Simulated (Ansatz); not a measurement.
How methods differ on [GeH5]− (SMILES [H][Ge-]([H])([H])([H])[H])

The species is [GeH5]− (6 atoms), meant as a singlet with charge -1. As SMILES, `[H][Ge-]([H])([H])([H])[H]`. Geometry: a GFN2-xTB relaxation, a rough one for these elements and not checked as a minimum.

```xyz
6

Ge    0.0002   -0.0010    0.0066
H    -0.0235   -0.0057    1.7687
H     0.0220    0.0095   -1.7749
H     1.5149    0.0110    0.0157
H    -0.7670    1.3041    0.0001
H    -0.7465   -1.3178   -0.0161
```

Quantity: the energy change with the Ge1–H6 bond stretched from 1.514 to 2.271 Å, in eV. The values are calculated.

```tsv
level	kind	program	value (eV)	less FCI/STO-3G
HF/STO-3G (restricted)	Hartree–Fock	Ansatz	2.83	+0.86
SVWN5/STO-3G (restricted)	LDA	Ansatz	1.98	+0.01
PBE/STO-3G (restricted)	GGA	Ansatz	1.87	-0.10
B3LYP/STO-3G (restricted)	global hybrid	Ansatz	2.11	+0.14
HSE06/STO-3G (restricted)	range-separated hybrid	Ansatz	2.19	+0.22
BCCD(T)/STO-3G (restricted)	coupled cluster or CI	Ansatz	1.98	+0.01
CCSD(T)/STO-3G (restricted)	coupled cluster or CI	Ansatz	1.98	+0.01
CCSDTQ/STO-3G (restricted)	coupled cluster or CI	Ansatz	1.97	0.00
FCI/STO-3G	exact in the basis	Ansatz	1.97	0.00
```

FCI/STO-3G is exact within its basis and frozen core, so for wave-function methods in that basis the difference is their error; functionals converge differently with the basis, so for them it is only a difference. A spin-restricted reference rises too steeply as a bond breaks; here HF/STO-3G lie well above the multireference or unrestricted value. All-electron rows without a relativistic Hamiltonian named are non-relativistic. Sets without diffuse functions describe the anion poorly. The first shape isn't each level's own minimum. The values span 1.87 to 2.83 eV. All rows use very small basis sets, so none should be taken for the real molecule's value. In the correlated wave-function rows the outer d shell of Ge is correlated, in sets not made for it.

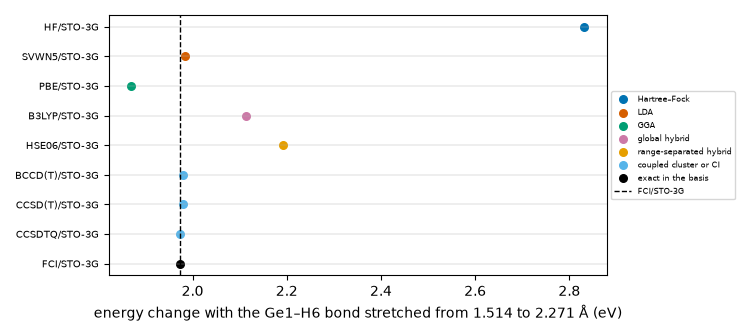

The values of the table, level by level.
